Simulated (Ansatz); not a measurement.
Consider C₃H₁₂BN₃.

Input

```
crystal:
  periodic: [false, false, false]
  atoms:
    - {symbol: C, position_ang: [-1.256709, 2.188607, -0.308301]}
    - {symbol: N, position_ang: [-0.258847, 1.224544, -0.684955]}
    - {symbol: B, position_ang: [0.024877, 0.017273, 0.022939]}
    - {symbol: N, position_ang: [0.981646, -0.906672, -0.496699]}
    - {symbol: C, position_ang: [1.696282, -0.748217, -1.734116]}
    - {symbol: N, position_ang: [-0.685956, -0.290506, 1.222553]}
    - {symbol: C, position_ang: [-0.549503, -1.507918, 1.975089]}
    - {symbol: H, position_ang: [-2.158851, 1.679115, 0.041937]}
    - {symbol: H, position_ang: [-1.551876, 2.798740, -1.165764]}
    - {symbol: H, position_ang: [-0.931018, 2.875553, 0.487013]}
    - {symbol: H, position_ang: [0.391316, 1.545390, -1.379369]}
    - {symbol: H, position_ang: [1.344495, -1.622061, 0.106979]}
    - {symbol: H, position_ang: [2.565415, -0.077592, -1.660945]}
    - {symbol: H, position_ang: [2.057966, -1.712148, -2.101036]}
    - {symbol: H, position_ang: [1.031184, -0.346910, -2.503980]}
    - {symbol: H, position_ang: [-1.171492, 0.445480, 1.702600]}
    - {symbol: H, position_ang: [-1.430552, -1.681274, 2.598255]}
    - {symbol: H, position_ang: [-0.469439, -2.362368, 1.297139]}
    - {symbol: H, position_ang: [0.329162, -1.523336, 2.637060]}
basis:
  gaussian: {orbitals: def2-TZVPP}
hamiltonian: {xc: pbe0, dispersion: d4}
output: {orbitals: {seedname: orbitals}}
```

Command:

```sh
ansatz run in.yaml --threads 2 --pin off --events-out ev --progress --plain --max-ram 32768MiB --backend cuda --devices 0, --max-vram 18GiB
```

Geometry: PBE0-D4/def2-TZVP.

Computed with Ansatz 0.2.0, RKS PBE0-D4/def2-TZVPP.

Predict the electron density and electron localisation function between the atoms.

Answer. B–N (1.43 Å): ρ is about 1.8 e/Å³ halfway; the ELF peaks at about 0.95 between the atoms: a polar covalent bond.
C–N (1.44 Å): ρ is about 2 e/Å³ halfway; the ELF peaks at about 0.90 between the atoms: localised, covalent bonding.
N–H (1.00 Å): ρ at the midpoint is about 2.9 e/Å³; the ELF climbs to about 1 towards the hydrogen, as it does in any bond to H; an ordinary covalent bond to hydrogen.

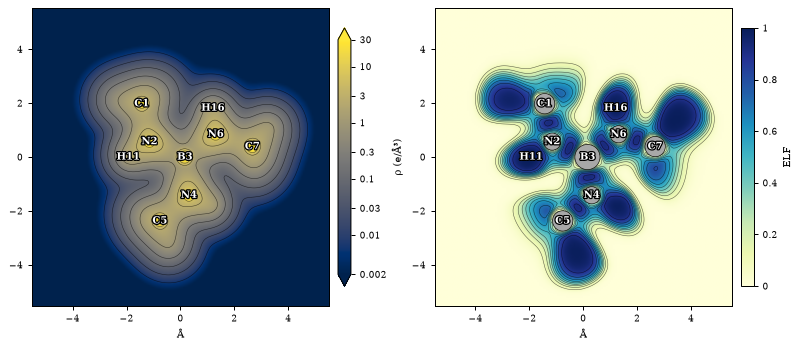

Computed electron density and electron localisation function on the plane of atoms N4, B3 and N6, in this order. Grey discs cover the atomic cores in the ELF map. 
